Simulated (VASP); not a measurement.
Band structure of B2Au (space group I4/mcm). All values below come from PBE GGA, VASP's PBE PAW potentials (set 64) (plane waves; VASP).

Unless said otherwise, spin-orbit coupling is left out, though it shifts the bands of the heavy elements here.

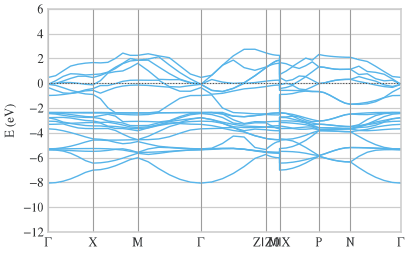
*Bands along high-symmetry lines, zero at the valence-band maximum or, without a gap, the Fermi level*

Q: Read the plot: is there a gap, and where are the band edges?

A: It has no gap at this level: it comes out as a metal or semimetal.

The structure was generated: B2Au was put into an ordered model structure, which need not be its known phase. The cell was not relaxed at this level.
